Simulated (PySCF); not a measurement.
C9H10Si, SMILES C#CC[SiH2]c1ccccc1 at its GFN2-xTB optimised geometry (Å):

```
20

C     -3.4180    -0.2983    -0.5490
C     -2.6640    -0.9717     0.0930
C     -1.7470    -1.7825     0.8531
Si    -0.0556    -1.9882    -0.0220
C      0.8947    -0.3580     0.0000
C      0.2414     0.8721    -0.0033
C      0.9532     2.0585    -0.0037
C      2.3376     2.0378    -0.0016
C      3.0046     0.8240     0.0000
C      2.2873    -0.3580     0.0000
H     -4.0852     0.2917    -1.1026
H     -2.1964    -2.7662     1.0043
H     -1.6088    -1.3313     1.8388
H      0.7050    -3.0025     0.7232
H     -0.2745    -2.4364    -1.4031
H     -0.8391     0.8989    -0.0069
H      0.4269     3.0025    -0.0054
H      2.8950     2.9634    -0.0007
H      4.0852     0.8009     0.0019
H      2.8140    -1.3020     0.0020
```

Calculation: PySCF with PBE/def2-SVP. Cells within 0.4 Å of a nucleus heavier than hydrogen are left out (blank, or x).

Map of the electron localisation function on the plane z = 0.0 Å:

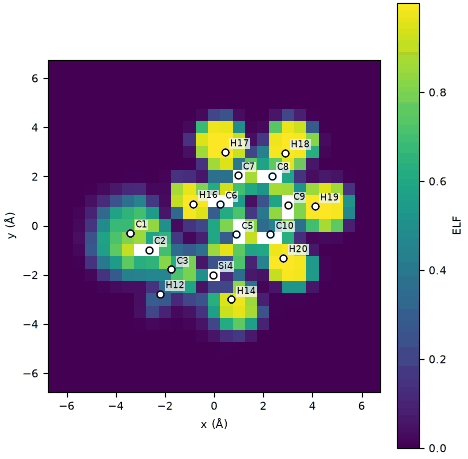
Electron localisation function on the plane z = 0.0 Å.
